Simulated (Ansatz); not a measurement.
# CH₈SSn: molecular dynamics (part 1 of 4)

- system: CH₈SSn
- method: RKS BHLYP-D4/def2-SVP (Ansatz 0.2.0)

It belongs to a series of runs on one base structure; here: dynamics from the highest image of the converged band. Figures and captions count atoms from 1; the log counts them from 0 in places.

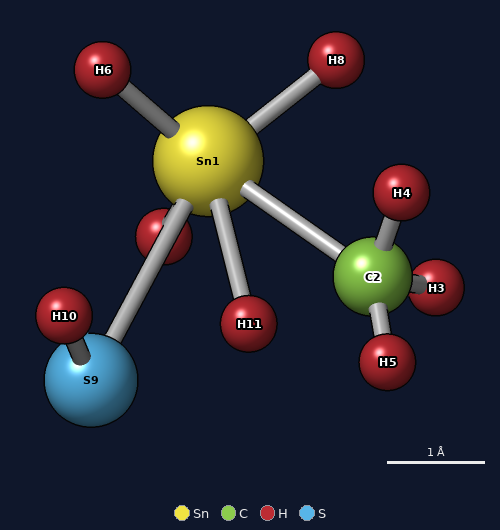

**Figure 1.** The input geometry (ball-and-stick view, seen at a tilt; atoms are numbered from 1 in the order of the input). Sticks mark near contacts.

### Input file
```yaml
crystal:
  periodic: [false, false, false]
  atoms:
    - { symbol: Sn, position_ang: [0.192358, 0.145932, 0.036553] }
    - { symbol: C, position_ang: [-0.008807, 0.055979, 2.454311] }
    - { symbol: H, position_ang: [-1.093677, -0.066774, 2.424844] }
    - { symbol: H, position_ang: [0.483643, -0.914265, 2.546632] }
    - { symbol: H, position_ang: [0.220649, 0.622691, 3.364256] }
    - { symbol: H, position_ang: [1.720623, -0.195917, -0.61803] }
    - { symbol: H, position_ang: [-0.864395, 1.253177, -0.690566] }
    - { symbol: H, position_ang: [-0.637514, -1.369002, 0.12426] }
    - { symbol: S, position_ang: [1.439292, 2.484661, 1.176179] }
    - { symbol: H, position_ang: [2.642353, 1.906937, 1.315891] }
    - { symbol: H, position_ang: [0.628772, 1.137981, 1.90297] }
basis:
  gaussian: { orbitals: def2-SVP }
hamiltonian:
  xc: { name: BHLYP }
  dispersion: d4
md:
  timestep: 0.5
  n_steps: 180
  ensemble: nve
  temperature: 300.0
  initial_velocities: maxwell_boltzmann
  seed: 4154
```

Run on 2 threads of Arm Neoverse V2, 24 GiB of memory available, shared host.

Launch command:
```bash
ansatz run input.yaml --threads 2 --pin off --max-ram 3072MiB --backend cpu --events-out ev --progress --plain --runs-dir out
```

### Output
```
Engine: ansatz 0.2.0, aarch64-unknown-linux-gnu
Functional definition: BHLYP
  parameter a = 0.5
  exchange = (1 - a)*b88_x + a*exact_x
  correlation = lyp_c
1145 factors; integrals over basis functions are off by at most 3.7e-4 eV
mean field evaluation 1: about -17821.2677 eV, gradient 3.3e1 eV
mean field evaluation 2: about -17821.9609 eV, gradient 2.8e1 eV
mean field evaluation 4: about -17824.0442 eV, gradient 1.2e0 eV
mean field evaluation 8: about -17824.0991 eV, gradient 1.4e-2 eV
mean field -17824.09909629 eV, -655.0235601804 hartree, gradient 7.3e-5 eV, S^2 0.000000; 0 other end points of the search recorded, 0 dependent functions left out
the calculation of the forces begins
reference -17824.09927779 eV, -655.0235668502 hartree; 26, 26 occupied and 72, 72 virtual orbitals, 1145 factors
md step     0: t =     0.00 fs  T =   300.0 K  F+E_penalty+E_count = -17824.40931479 eV  E_kin = 0.349002 eV  conserved = -17824.06031279 eV  (25 SCF iters)
these checks for a lower state are left out or cut short: starts, cluster_reference, orbital_swaps, neighbouring_geometries, increment
1145 factors; integrals over basis functions are off by at most 3.7e-4 eV
mean field evaluation 16: about -17824.0409 eV, gradient 1.0e0 eV
mean field -17824.09379232 eV, -655.0233652631 hartree, gradient 1.1e-5 eV, S^2 0.000000; 0 other end points of the search recorded, 0 dependent functions left out
the calculation of the forces begins
reference -17824.09397402 eV, -655.0233719404 hartree; 26, 26 occupied and 72, 72 virtual orbitals, 1145 factors
md step     1: t =     0.50 fs  T =   295.3 K  F+E_penalty+E_count = -17824.40381953 eV  E_kin = 0.343590 eV  conserved = -17824.06022973 eV  (32 SCF iters, 3 dispersion substeps)
[... from here on the SCF iterations and repeated set-up lines of each step are left out, up to the last step ...]
md step     2: t =     1.00 fs  T =   282.5 K  F+E_penalty+E_count = -17824.38870478 eV  E_kin = 0.328700 eV  conserved = -17824.06000513 eV  (32 SCF iters, 3 dispersion substeps)
md step     3: t =     1.50 fs  T =   264.6 K  F+E_penalty+E_count = -17824.36746901 eV  E_kin = 0.307764 eV  conserved = -17824.05970509 eV  (32 SCF iters, 3 dispersion substeps)
md step     4: t =     2.00 fs  T =   245.3 K  F+E_penalty+E_count = -17824.34475996 eV  E_kin = 0.285329 eV  conserved = -17824.05943056 eV  (32 SCF iters, 3 dispersion substeps)
md step     5: t =     2.50 fs  T =   228.3 K  F+E_penalty+E_count = -17824.32482256 eV  E_kin = 0.265550 eV  conserved = -17824.05927303 eV  (26 SCF iters, 3 dispersion substeps)
md step     6: t =     3.00 fs  T =   215.6 K  F+E_penalty+E_count = -17824.31010512 eV  E_kin = 0.250837 eV  conserved = -17824.05926852 eV  (25 SCF iters, 3 dispersion substeps)
md step     7: t =     3.50 fs  T =   207.4 K  F+E_penalty+E_count = -17824.30070656 eV  E_kin = 0.241325 eV  conserved = -17824.05938167 eV  (25 SCF iters, 3 dispersion substeps)
md step     8: t =     4.00 fs  T =   202.3 K  F+E_penalty+E_count = -17824.29489747 eV  E_kin = 0.235365 eV  conserved = -17824.05953228 eV  (26 SCF iters, 3 dispersion substeps)
md step     9: t =     4.50 fs  T =   198.3 K  F+E_penalty+E_count = -17824.29033872 eV  E_kin = 0.230699 eV  conserved = -17824.05963957 eV  (26 SCF iters, 3 dispersion substeps)
md step    10: t =     5.00 fs  T =   194.0 K  F+E_penalty+E_count = -17824.28533127 eV  E_kin = 0.225676 eV  conserved = -17824.05965557 eV  (26 SCF iters, 3 dispersion substeps)
md step    11: t =     5.50 fs  T =   189.1 K  F+E_penalty+E_count = -17824.27958643 eV  E_kin = 0.220014 eV  conserved = -17824.05957268 eV  (32 SCF iters, 3 dispersion substeps)
md step    12: t =     6.00 fs  T =   184.8 K  F+E_penalty+E_count = -17824.27437599 eV  E_kin = 0.214963 eV  conserved = -17824.05941289 eV  (32 SCF iters, 3 dispersion substeps)
md step    13: t =     6.50 fs  T =   183.1 K  F+E_penalty+E_count = -17824.27220326 eV  E_kin = 0.212990 eV  conserved = -17824.05921364 eV  (32 SCF iters, 3 dispersion substeps)
md step    14: t =     7.00 fs  T =   186.7 K  F+E_penalty+E_count = -17824.27622241 eV  E_kin = 0.217209 eV  conserved = -17824.05901386 eV  (31 SCF iters, 3 dispersion substeps)
md step    15: t =     7.50 fs  T =   198.4 K  F+E_penalty+E_count = -17824.28961805 eV  E_kin = 0.230772 eV  conserved = -17824.05884608 eV  (31 SCF iters, 3 dispersion substeps)
md step    16: t =     8.00 fs  T =   220.4 K  F+E_penalty+E_count = -17824.31509595 eV  E_kin = 0.256365 eV  conserved = -17824.05873050 eV  (31 SCF iters, 3 dispersion substeps)
md step    17: t =     8.50 fs  T =   254.4 K  F+E_penalty+E_count = -17824.35458188 eV  E_kin = 0.295907 eV  conserved = -17824.05867523 eV  (27 SCF iters, 3 dispersion substeps)
md step    18: t =     9.00 fs  T =   301.2 K  F+E_penalty+E_count = -17824.40912587 eV  E_kin = 0.350442 eV  conserved = -17824.05868419 eV  (31 SCF iters, 3 dispersion substeps)
md step    19: t =     9.50 fs  T =   361.1 K  F+E_penalty+E_count = -17824.47887561 eV  E_kin = 0.420098 eV  conserved = -17824.05877729 eV  (31 SCF iters, 3 dispersion substeps)
md step    20: t =    10.00 fs  T =   433.1 K  F+E_penalty+E_count = -17824.56285415 eV  E_kin = 0.503838 eV  conserved = -17824.05901591 eV  (31 SCF iters, 3 dispersion substeps)
md step    21: t =    10.50 fs  T =   514.6 K  F+E_penalty+E_count = -17824.65822680 eV  E_kin = 0.598702 eV  conserved = -17824.05952528 eV  (30 SCF iters, 3 dispersion substeps)
md step    22: t =    11.00 fs  T =   600.2 K  F+E_penalty+E_count = -17824.75871584 eV  E_kin = 0.698215 eV  conserved = -17824.06050065 eV  (30 SCF iters, 3 dispersion substeps)
md step    23: t =    11.50 fs  T =   679.0 K  F+E_penalty+E_count = -17824.85205999 eV  E_kin = 0.789928 eV  conserved = -17824.06213239 eV  (30 SCF iters, 3 dispersion substeps)
md step    24: t =    12.00 fs  T =   733.5 K  F+E_penalty+E_count = -17824.91769864 eV  E_kin = 0.853315 eV  conserved = -17824.06438391 eV  (30 SCF iters, 3 dispersion substeps)
md step    25: t =    12.50 fs  T =   740.6 K  F+E_penalty+E_count = -17824.92819963 eV  E_kin = 0.861611 eV  conserved = -17824.06658847 eV  (30 SCF iters, 3 dispersion substeps)
md step    26: t =    13.00 fs  T =   681.7 K  F+E_penalty+E_count = -17824.86019782 eV  E_kin = 0.793074 eV  conserved = -17824.06712420 eV  (30 SCF iters, 3 dispersion substeps)
md step    27: t =    13.50 fs  T =   562.3 K  F+E_penalty+E_count = -17824.71819356 eV  E_kin = 0.654107 eV  conserved = -17824.06408689 eV  (29 SCF iters, 3 dispersion substeps)
md step    28: t =    14.00 fs  T =   430.9 K  F+E_penalty+E_count = -17824.55911598 eV  E_kin = 0.501312 eV  conserved = -17824.05780383 eV  (29 SCF iters, 3 dispersion substeps)
md step    29: t =    14.50 fs  T =   368.8 K  F+E_penalty+E_count = -17824.48194643 eV  E_kin = 0.429090 eV  conserved = -17824.05285594 eV  (29 SCF iters, 3 dispersion substeps)
md step    30: t =    15.00 fs  T =   434.8 K  F+E_penalty+E_count = -17824.56006852 eV  E_kin = 0.505825 eV  conserved = -17824.05424311 eV  (29 SCF iters, 3 dispersion substeps)
md step    31: t =    15.50 fs  T =   611.9 K  F+E_penalty+E_count = -17824.77268254 eV  E_kin = 0.711904 eV  conserved = -17824.06077813 eV  (30 SCF iters, 3 dispersion substeps)
md step    32: t =    16.00 fs  T =   820.3 K  F+E_penalty+E_count = -17825.02108866 eV  E_kin = 0.954342 eV  conserved = -17824.06674710 eV  (30 SCF iters, 3 dispersion substeps)
md step    33: t =    16.50 fs  T =   979.8 K  F+E_penalty+E_count = -17825.20870999 eV  E_kin = 1.139888 eV  conserved = -17824.06882220 eV  (30 SCF iters, 3 dispersion substeps)
md step    34: t =    17.00 fs  T =  1053.3 K  F+E_penalty+E_count = -17825.29304197 eV  E_kin = 1.225381 eV  conserved = -17824.06766078 eV  (29 SCF iters, 3 dispersion substeps)
md step    35: t =    17.50 fs  T =  1045.5 K  F+E_penalty+E_count = -17825.28152299 eV  E_kin = 1.216322 eV  conserved = -17824.06520096 eV  (29 SCF iters, 3 dispersion substeps)
md step    36: t =    18.00 fs  T =   981.8 K  F+E_penalty+E_count = -17825.20498619 eV  E_kin = 1.142209 eV  conserved = -17824.06277741 eV  (25 SCF iters, 3 dispersion substeps)
md step    37: t =    18.50 fs  T =   890.7 K  F+E_penalty+E_count = -17825.09708453 eV  E_kin = 1.036184 eV  conserved = -17824.06090066 eV  (31 SCF iters, 3 dispersion substeps)
md step    38: t =    19.00 fs  T =   795.7 K  F+E_penalty+E_count = -17824.98523403 eV  E_kin = 0.925616 eV  conserved = -17824.05961767 eV  (30 SCF iters, 3 dispersion substeps)
md step    39: t =    19.50 fs  T =   713.5 K  F+E_penalty+E_count = -17824.88884668 eV  E_kin = 0.830042 eV  conserved = -17824.05880476 eV  (30 SCF iters, 3 dispersion substeps)
md step    40: t =    20.00 fs  T =   655.2 K  F+E_penalty+E_count = -17824.82057817 eV  E_kin = 0.762266 eV  conserved = -17824.05831245 eV  (31 SCF iters, 3 dispersion substeps)
md step    41: t =    20.50 fs  T =   627.7 K  F+E_penalty+E_count = -17824.78828406 eV  E_kin = 0.730263 eV  conserved = -17824.05802099 eV  (30 SCF iters, 3 dispersion substeps)
md step    42: t =    21.00 fs  T =   635.1 K  F+E_penalty+E_count = -17824.79671081 eV  E_kin = 0.738848 eV  conserved = -17824.05786236 eV  (30 SCF iters, 3 dispersion substeps)
md step    43: t =    21.50 fs  T =   679.6 K  F+E_penalty+E_count = -17824.84847942 eV  E_kin = 0.790643 eV  conserved = -17824.05783616 eV  (31 SCF iters, 3 dispersion substeps)
md step    44: t =    22.00 fs  T =   761.6 K  F+E_penalty+E_count = -17824.94405348 eV  E_kin = 0.886029 eV  conserved = -17824.05802497 eV  (29 SCF iters, 3 dispersion substeps)
md step    45: t =    22.50 fs  T =   878.4 K  F+E_penalty+E_count = -17825.08047021 eV  E_kin = 1.021876 eV  conserved = -17824.05859416 eV  (30 SCF iters, 3 dispersion substeps)
md step    46: t =    23.00 fs  T =  1022.2 K  F+E_penalty+E_count = -17825.24890089 eV  E_kin = 1.189144 eV  conserved = -17824.05975719 eV  (29 SCF iters, 3 dispersion substeps)
md step    47: t =    23.50 fs  T =  1177.6 K  F+E_penalty+E_count = -17825.43167351 eV  E_kin = 1.369987 eV  conserved = -17824.06168669 eV  (29 SCF iters, 3 dispersion substeps)
md step    48: t =    24.00 fs  T =  1320.2 K  F+E_penalty+E_count = -17825.60020342 eV  E_kin = 1.535846 eV  conserved = -17824.06435698 eV  (29 SCF iters, 3 dispersion substeps)
md step    49: t =    24.50 fs  T =  1417.5 K  F+E_penalty+E_count = -17825.71631557 eV  E_kin = 1.649030 eV  conserved = -17824.06728594 eV  (30 SCF iters, 3 dispersion substeps)
md step    50: t =    25.00 fs  T =  1436.8 K  F+E_penalty+E_count = -17825.74074388 eV  E_kin = 1.671526 eV  conserved = -17824.06921741 eV  (30 SCF iters, 3 dispersion substeps)
md step    51: t =    25.50 fs  T =  1362.2 K  F+E_penalty+E_count = -17825.65284005 eV  E_kin = 1.584690 eV  conserved = -17824.06815031 eV  (30 SCF iters, 3 dispersion substeps)
md step    52: t =    26.00 fs  T =  1217.3 K  F+E_penalty+E_count = -17825.47896584 eV  E_kin = 1.416179 eV  conserved = -17824.06278636 eV  (30 SCF iters, 3 dispersion substeps)
md step    53: t =    26.50 fs  T =  1075.6 K  F+E_penalty+E_count = -17825.30672162 eV  E_kin = 1.251299 eV  conserved = -17824.05542269 eV  (25 SCF iters, 3 dispersion substeps)
md step    54: t =    27.00 fs  T =  1027.2 K  F+E_penalty+E_count = -17825.24695903 eV  E_kin = 1.194940 eV  conserved = -17824.05201864 eV  (30 SCF iters, 3 dispersion substeps)
md step    55: t =    27.50 fs  T =  1112.1 K  F+E_penalty+E_count = -17825.34954203 eV  E_kin = 1.293758 eV  conserved = -17824.05578410 eV  (30 SCF iters, 3 dispersion substeps)
md step    56: t =    28.00 fs  T =  1286.8 K  F+E_penalty+E_count = -17825.55984384 eV  E_kin = 1.497014 eV  conserved = -17824.06282974 eV  (30 SCF iters, 3 dispersion substeps)
md step    57: t =    28.50 fs  T =  1464.5 K  F+E_penalty+E_count = -17825.77122755 eV  E_kin = 1.703674 eV  conserved = -17824.06755312 eV  (30 SCF iters, 3 dispersion substeps)
md step    58: t =    29.00 fs  T =  1578.7 K  F+E_penalty+E_count = -17825.90491941 eV  E_kin = 1.836595 eV  conserved = -17824.06832420 eV  (30 SCF iters, 3 dispersion substeps)
md step    59: t =    29.50 fs  T =  1609.3 K  F+E_penalty+E_count = -17825.93877996 eV  E_kin = 1.872150 eV  conserved = -17824.06662949 eV  (30 SCF iters, 3 dispersion substeps)
md step    60: t =    30.00 fs  T =  1569.4 K  F+E_penalty+E_count = -17825.88998076 eV  E_kin = 1.825726 eV  conserved = -17824.06425506 eV  (30 SCF iters, 3 dispersion substeps)
md step    61: t =    30.50 fs  T =  1484.8 K  F+E_penalty+E_count = -17825.78951317 eV  E_kin = 1.727363 eV  conserved = -17824.06214980 eV  (30 SCF iters, 3 dispersion substeps)
md step    62: t =    31.00 fs  T =  1380.9 K  F+E_penalty+E_count = -17825.66706131 eV  E_kin = 1.606494 eV  conserved = -17824.06056746 eV  (30 SCF iters, 3 dispersion substeps)
md step    63: t =    31.50 fs  T =  1277.8 K  F+E_penalty+E_count = -17825.54601137 eV  E_kin = 1.486564 eV  conserved = -17824.05944764 eV  (30 SCF iters, 3 dispersion substeps)
md step    64: t =    32.00 fs  T =  1190.4 K  F+E_penalty+E_count = -17825.44350380 eV  E_kin = 1.384837 eV  conserved = -17824.05866714 eV  (32 SCF iters, 3 dispersion substeps)
md step    65: t =    32.50 fs  T =  1129.2 K  F+E_penalty+E_count = -17825.37176678 eV  E_kin = 1.313618 eV  conserved = -17824.05814918 eV  (32 SCF iters, 3 dispersion substeps)
md step    66: t =    33.00 fs  T =  1101.2 K  F+E_penalty+E_count = -17825.33899189 eV  E_kin = 1.281112 eV  conserved = -17824.05787946 eV  (31 SCF iters, 3 dispersion substeps)
md step    67: t =    33.50 fs  T =  1110.2 K  F+E_penalty+E_count = -17825.34942371 eV  E_kin = 1.291549 eV  conserved = -17824.05787433 eV  (30 SCF iters, 3 dispersion substeps)
md step    68: t =    34.00 fs  T =  1156.1 K  F+E_penalty+E_count = -17825.40309955 eV  E_kin = 1.344965 eV  conserved = -17824.05813458 eV  (30 SCF iters, 3 dispersion substeps)
md step    69: t =    34.50 fs  T =  1235.4 K  F+E_penalty+E_count = -17825.49585812 eV  E_kin = 1.437231 eV  conserved = -17824.05862725 eV  (29 SCF iters, 3 dispersion substeps)
md step    70: t =    35.00 fs  T =  1341.4 K  F+E_penalty+E_count = -17825.61986499 eV  E_kin = 1.560555 eV  conserved = -17824.05930987 eV  (27 SCF iters, 3 dispersion substeps)
md step    71: t =    35.50 fs  T =  1464.9 K  F+E_penalty+E_count = -17825.76431530 eV  E_kin = 1.704136 eV  conserved = -17824.06017968 eV  (29 SCF iters, 3 dispersion substeps)
md step    72: t =    36.00 fs  T =  1594.0 K  F+E_penalty+E_count = -17825.91562028 eV  E_kin = 1.854312 eV  conserved = -17824.06130784 eV  (30 SCF iters, 3 dispersion substeps)
md step    73: t =    36.50 fs  T =  1713.9 K  F+E_penalty+E_count = -17826.05662583 eV  E_kin = 1.993817 eV  conserved = -17824.06280852 eV  (30 SCF iters, 3 dispersion substeps)
md step    74: t =    37.00 fs  T =  1805.7 K  F+E_penalty+E_count = -17826.16537156 eV  E_kin = 2.100658 eV  conserved = -17824.06471363 eV  (31 SCF iters, 3 dispersion substeps)
md step    75: t =    37.50 fs  T =  1847.0 K  F+E_penalty+E_count = -17826.21542961 eV  E_kin = 2.148743 eV  conserved = -17824.06668618 eV  (30 SCF iters, 3 dispersion substeps)
md step    76: t =    38.00 fs  T =  1817.3 K  F+E_penalty+E_count = -17826.18187276 eV  E_kin = 2.114180 eV  conserved = -17824.06769240 eV  (29 SCF iters, 3 dispersion substeps)
md step    77: t =    38.50 fs  T =  1711.5 K  F+E_penalty+E_count = -17826.05708688 eV  E_kin = 1.991000 eV  conserved = -17824.06608697 eV  (29 SCF iters, 3 dispersion substeps)
md step    78: t =    39.00 fs  T =  1557.9 K  F+E_penalty+E_count = -17825.87339420 eV  E_kin = 1.812348 eV  conserved = -17824.06104612 eV  (29 SCF iters, 3 dispersion substeps)
md step    79: t =    39.50 fs  T =  1423.3 K  F+E_penalty+E_count = -17825.71078669 eV  E_kin = 1.655810 eV  conserved = -17824.05497678 eV  (30 SCF iters, 3 dispersion substeps)
md step    80: t =    40.00 fs  T =  1380.6 K  F+E_penalty+E_count = -17825.65905583 eV  E_kin = 1.606112 eV  conserved = -17824.05294364 eV  (30 SCF iters, 3 dispersion substeps)
md step    81: t =    40.50 fs  T =  1453.0 K  F+E_penalty+E_count = -17825.74732833 eV  E_kin = 1.690296 eV  conserved = -17824.05703241 eV  (30 SCF iters, 3 dispersion substeps)
md step    82: t =    41.00 fs  T =  1592.6 K  F+E_penalty+E_count = -17825.91618336 eV  E_kin = 1.852713 eV  conserved = -17824.06346997 eV  (30 SCF iters, 3 dispersion substeps)
md step    83: t =    41.50 fs  T =  1720.2 K  F+E_penalty+E_count = -17826.06875157 eV  E_kin = 2.001225 eV  conserved = -17824.06752664 eV  (30 SCF iters, 3 dispersion substeps)
md step    84: t =    42.00 fs  T =  1779.5 K  F+E_penalty+E_count = -17826.13817987 eV  E_kin = 2.070220 eV  conserved = -17824.06796026 eV  (30 SCF iters, 3 dispersion substeps)
md step    85: t =    42.50 fs  T =  1756.7 K  F+E_penalty+E_count = -17826.10975267 eV  E_kin = 2.043623 eV  conserved = -17824.06612947 eV  (30 SCF iters, 3 dispersion substeps)
md step    86: t =    43.00 fs  T =  1668.3 K  F+E_penalty+E_count = -17826.00448759 eV  E_kin = 1.940819 eV  conserved = -17824.06366841 eV  (30 SCF iters, 3 dispersion substeps)
md step    87: t =    43.50 fs  T =  1542.3 K  F+E_penalty+E_count = -17825.85570225 eV  E_kin = 1.794179 eV  conserved = -17824.06152312 eV  (31 SCF iters, 3 dispersion substeps)
md step    88: t =    44.00 fs  T =  1404.6 K  F+E_penalty+E_count = -17825.69410553 eV  E_kin = 1.634084 eV  conserved = -17824.06002127 eV  (31 SCF iters, 3 dispersion substeps)
md step    89: t =    44.50 fs  T =  1274.6 K  F+E_penalty+E_count = -17825.54193166 eV  E_kin = 1.482791 eV  conserved = -17824.05914115 eV  (27 SCF iters, 3 dispersion substeps)
md step    90: t =    45.00 fs  T =  1163.8 K  F+E_penalty+E_count = -17825.41260377 eV  E_kin = 1.353898 eV  conserved = -17824.05870533 eV  (31 SCF iters, 3 dispersion substeps)
md step    91: t =    45.50 fs  T =  1078.4 K  F+E_penalty+E_count = -17825.31302450 eV  E_kin = 1.254525 eV  conserved = -17824.05849997 eV  (30 SCF iters, 3 dispersion substeps)
md step    92: t =    46.00 fs  T =  1021.4 K  F+E_penalty+E_count = -17825.24658110 eV  E_kin = 1.188220 eV  conserved = -17824.05836093 eV  (30 SCF iters, 3 dispersion substeps)
md step    93: t =    46.50 fs  T =   994.8 K  F+E_penalty+E_count = -17825.21555409 eV  E_kin = 1.157338 eV  conserved = -17824.05821587 eV  (25 SCF iters, 3 dispersion substeps)
md step    94: t =    47.00 fs  T =  1000.7 K  F+E_penalty+E_count = -17825.22219839 eV  E_kin = 1.164108 eV  conserved = -17824.05808993 eV  (25 SCF iters, 3 dispersion substeps)
```
